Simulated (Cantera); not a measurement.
Input: 1 mol MgF2, a varied amount of H2, at 2098.15 K and 0.750 Torr.

Cantera equilibrium calculation (NASA polynomials, part measured and part estimated; ideal gas, pure solids and liquids). Candidate condensed phases: Mg, MgF2; 17 gas species. The tables' values for MgH are old estimates; treat these amounts as uncertain. The numbers say what is thermodynamically allowed, not how fast it happens.

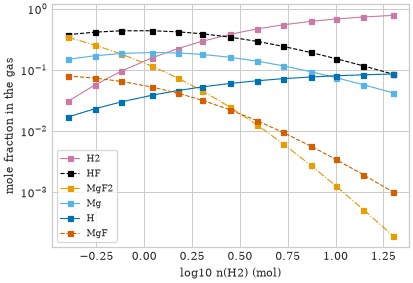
Fig. 1. Equilibrium gas composition (values under 1e-9 drawn at 1e-9)

From 0.4 mol H2 to 20 mol H2 nothing is condensed. The main Mg-bearing gas is MgF2 at 0.4 mol H2 and Mg at 20 mol H2.
